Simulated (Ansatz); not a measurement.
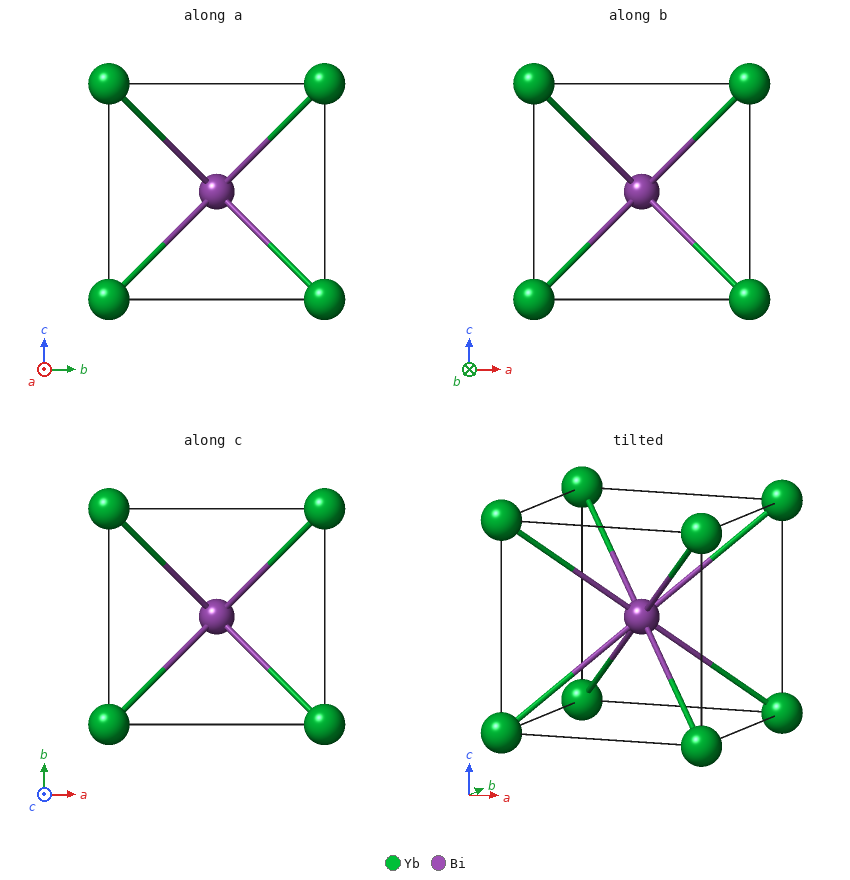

Ball-and-stick representation of a periodic structure, projected along the a axis, along the b axis, along the c axis and slightly off an axis. The conventional unit cell is drawn as a box.

Lattice parameters: a = 4.0690 Å, b = 4.0690 Å, c = 4.0690 Å, α = 90.000°, β = 90.000°, γ = 90.000°.

**Record the structure as a CIF in P1 with every atom of the cell.**

```cif
data_structure
_symmetry_space_group_name_H-M 'P 1'
_symmetry_Int_Tables_number 1
_cell_length_a 4.0690
_cell_length_b 4.0690
_cell_length_c 4.0690
_cell_angle_alpha 90.000
_cell_angle_beta 90.000
_cell_angle_gamma 90.000
_cell_volume 67.37
loop_
_atom_site_label
_atom_site_type_symbol
_atom_site_fract_x
_atom_site_fract_y
_atom_site_fract_z
_atom_site_occupancy
Yb1 Yb 0.0000 0.0000 0.0000 1
Bi1 Bi 0.5000 0.5000 0.5000 1
```

The initial geometry was a structure type filled with these elements by a generator (whether the compound takes this form wasn't checked). The cell was then strained or its atoms displaced on purpose. Ansatz was used for an electronic-structure calculation on it.
